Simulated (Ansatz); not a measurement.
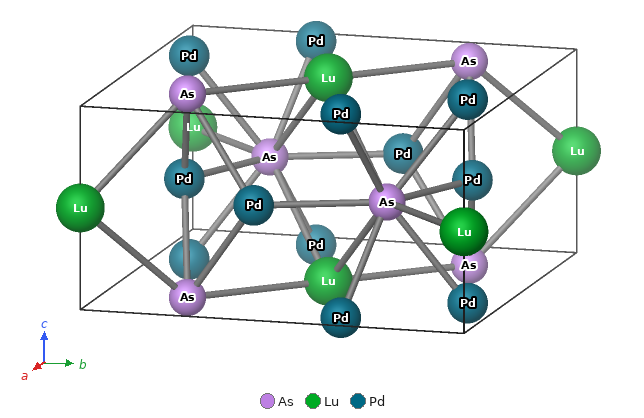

The crystal in a ball-and-stick representation, seen slightly off an axis. One simulation cell is framed, with atoms on its boundary repeated.

```xyz
14
Lattice="7.5297 0.0000 0.0000 0.0000 7.5297 0.0000 0.0000 0.0000 3.9205" Properties=species:S:1:pos:R:3 pbc="T T T"
As    1.6264    5.9032    0.0000
As    5.3912    5.3912    1.9603
As    5.9032    1.6264    0.0000
As    2.1384    2.1384    1.9603
Lu    0.0000    0.0000    1.9603
Lu    3.7648    3.7648    0.0000
Pd    2.6218    0.6972    0.0000
Pd    3.0676    6.3867    1.9603
Pd    4.9078    6.8324    0.0000
Pd    4.4621    1.1430    1.9603
Pd    6.3867    3.0676    1.9603
Pd    6.8324    4.9078    0.0000
Pd    1.1430    4.4621    1.9603
Pd    0.6972    2.6218    0.0000
```

Theory: Ansatz 0.2.0, DFT, PAW plane waves, r2SCAN. Numerical settings: E_cut = 500 eV, a 5×5×9 sampling of the Brillouin zone, Gaussian smearing of 0.05 eV, no spin polarisation. The pressure of the cell is 11 GPa.

> How are the electrons shared out in a Bader analysis?

Lu +1.77 e; As -0.39 e; Pd -0.25 e.

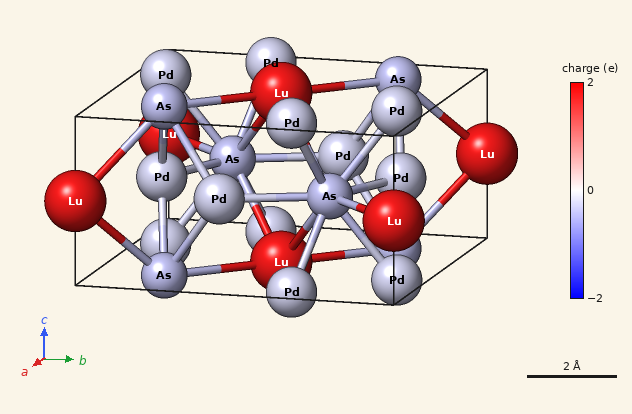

The atoms coloured by those charges.

Origin: a generated cell, made by putting these elements into a known structure type (the compound may or may not exist in this form); unrelaxed. A calculation with Ansatz used it as input.

At this level of theory the cell isn't at rest (compressed, at 11 GPa and forces up to 0.8 eV/Å), so its distances can differ from those at equilibrium, the more so the softer the solid.
